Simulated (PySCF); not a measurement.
## Run report: C$_{6}$H$_{10}$NO, EPR calculation

System: C$_{6}$H$_{10}$NO, multiplicity 2.
Method: UKS B3LYP, pcH-1 on C H N O, non-relativistic, mean-field spin-orbit, GIAO (PySCF 2.14.0).

It belongs to a series of runs on one base structure; here: H added to sp2 C.

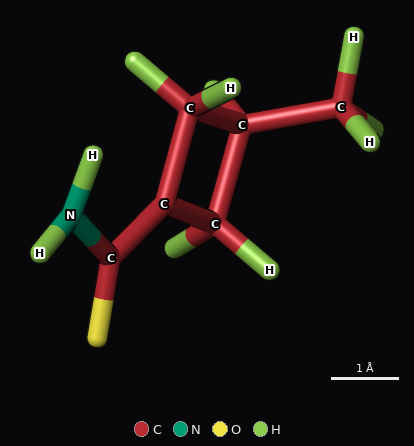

Figure 1. The structure as given in the input (stick view, seen at a tilt). Bond lengths as drawn: C–C 1.42 to 1.55 Å, C–H 1.09 Å, C–N 1.38 Å, C–O 1.23 Å and H–N 1.00 to 1.01 Å.

## Summary

- outcome: converged
- total energy: −364.612235 hartree
- ⟨S²⟩: 0.756
- isotropic g: 2.0035
- hardware: 1 CPU thread, shared host
- wall time: 91 s
- peak memory: 0.97 GiB

## Input file
```
{"job": {"kind": "epr", "basis": "pcH-1"}, "charge": 0, "multiplicity": 2}
C     -2.441445     0.387715    -0.126158
C     -1.257506    -0.555108    -0.018990
C     -0.426064    -0.723413    -1.310160
C      0.749686    -0.182231    -0.582824
C      2.100810     0.021763    -0.986853
N      2.937519     0.514137    -0.006613
O      2.524458    -0.244193    -2.108546
C     -0.007895     0.026609     0.683018
H     -2.135357     1.336506    -0.562111
H     -3.215458    -0.047122    -0.754739
H     -2.865674     0.581052     0.857083
H     -1.576190    -1.507192     0.408358
H     -0.304033    -1.743704    -1.678469
H     -0.757033    -0.114176    -2.154299
H      2.559699     0.934351     0.823246
H      3.860508     0.792851    -0.293485
H      0.357616    -0.541667     1.542001
H     -0.112399     1.070141     0.993124
```

The first line tells a small driver script what to run in PySCF; the rest is the geometry in Å.

Launch command:
```bash
OMP_NUM_THREADS=1 python <driver script> task.json out
```

## What the program printed
```
UKS, coarse grid
  cycle   1  E = -364.41691959  |g| = 6.83e-01
  cycle   2  E = -363.00581248  |g| = 1.78e+00
  cycle   3  E = -364.54791047  |g| = 3.50e-01
  cycle   4  E = -364.60747925  |g| = 9.40e-02
  cycle   5  E = -364.61173528  |g| = 2.67e-02
  cycle   6  E = -364.61205259  |g| = 1.52e-02
  cycle   7  E = -364.61218020  |g| = 5.25e-03
  cycle   8  E = -364.61220640  |g| = 3.64e-03
  cycle   9  E = -364.61221481  |g| = 1.15e-03
  cycle  10  E = -364.61221645  |g| = 5.77e-04
UKS, final grid
  cycle   1  E = -364.61223493  |g| = 1.01e-03
  cycle   2  E = -364.61223331  |g| = 2.37e-03
  cycle   3  E = -364.61223538  |g| = 1.40e-04
  cycle   4  E = -364.61223540  |g| = 8.01e-05
  cycle   5  E = -364.61223541  |g| = 4.09e-05
  cycle   6  E = -364.61223541  |g| = 9.15e-06
E = -364.61223541 Eh   <S^2> = 0.7563 (exact 0.7500)
g shifts (ppm)      1          2          3
  rmc          -170       -170       -170
  gc             -7         26         26
  oz_so         -22       1387       2688
  total        -200       1242       2543
hyperfine (MHz)  atom isotope    a_iso     a_fc   dipolar eigenvalues
    0   13C      -1.30      -1.30     -0.37     -0.26      0.64
    1   13C       3.48       3.48     -1.22     -1.05      2.27
    2   13C     -29.60     -29.60     -2.49      1.18      1.32
    3   13C      76.78      76.78    -69.66    -68.03    137.69
    4   13C     -35.21     -35.21     -5.33      0.29      5.04
    5   14N       0.63       0.63     -2.41     -1.77      4.17
    6   17O     -10.95     -10.95    -51.09     25.08     26.01
    7   13C     -28.99     -28.99     -2.35      0.75      1.59
    8    1H       0.25       0.25     -1.97     -1.43      3.40
    9    1H       0.03       0.03     -1.01     -0.90      1.91
   10    1H      -0.01      -0.01     -1.01     -0.89      1.90
   11    1H      -3.04      -3.04     -2.34     -2.05      4.39
   12    1H      99.57      99.57     -4.27     -3.08      7.34
   13    1H     104.96     104.96     -4.21     -3.24      7.45
   14    1H      -2.79      -2.79     -3.71     -1.03      4.74
   15    1H      -4.22      -4.22     -3.17     -2.26      5.43
   16    1H      95.37      95.37     -4.13     -3.24      7.37
   17    1H     100.11     100.11     -4.08     -3.41      7.49
```

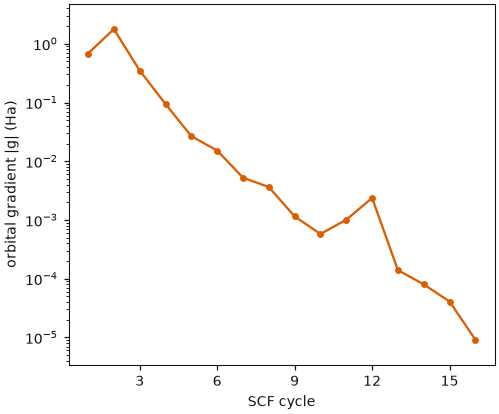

Figure 2. Convergence of the self-consistent field: orbital gradient |g| against the SCF cycle. All cycles printed in the log are drawn one after another.

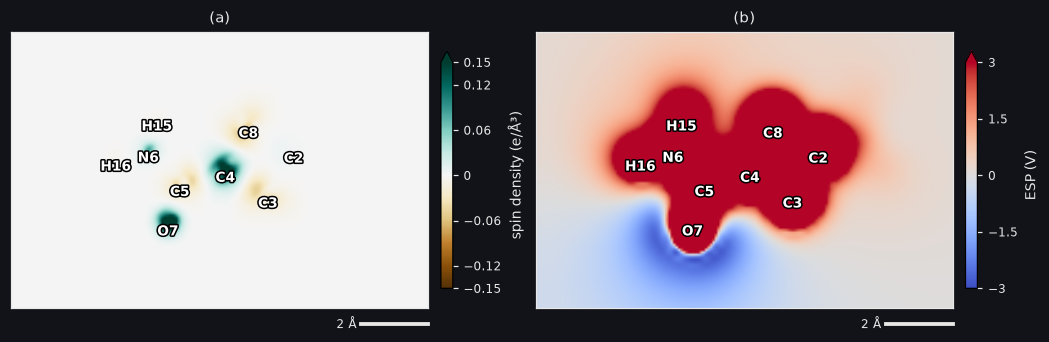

Figure 3. (a) spin density (α minus β); (b) electrostatic potential on the plane of atoms C2, C3 and C4. The section cuts through C, N, O and H sites. The unpaired spin (1 electron) lies mostly on C4 (about 0.5), O7 (about 0.1) and C8 (about 0.1), in electrons by Hirshfeld's partition.

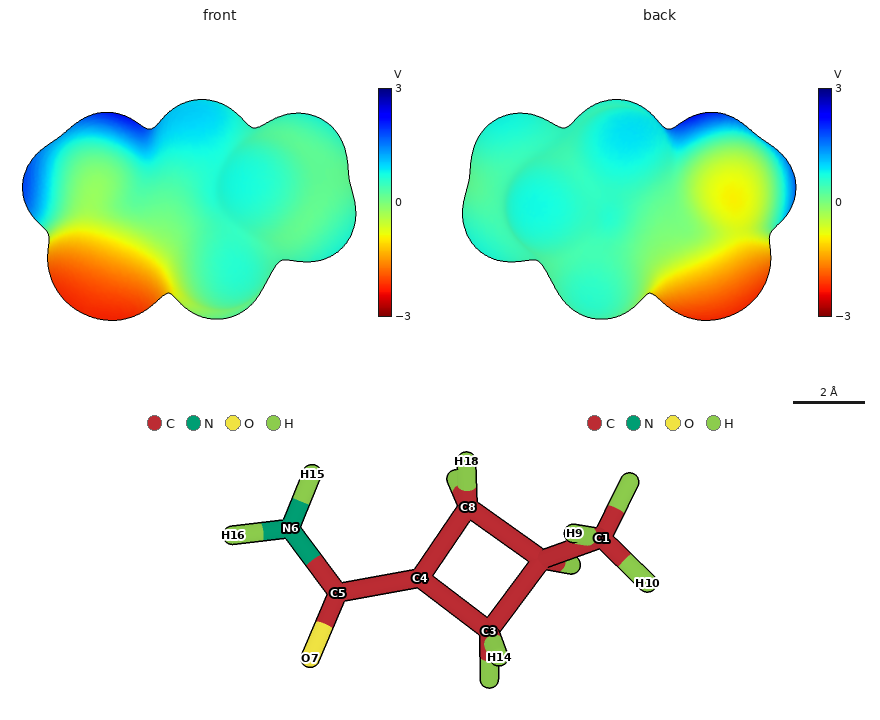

Figure 4. The molecular electrostatic potential painted on the density surface at 0.002 e/bohr³, seen face on and from behind; the colour scale runs from red (negative) to blue (positive). The bare structure is drawn below in the same view.
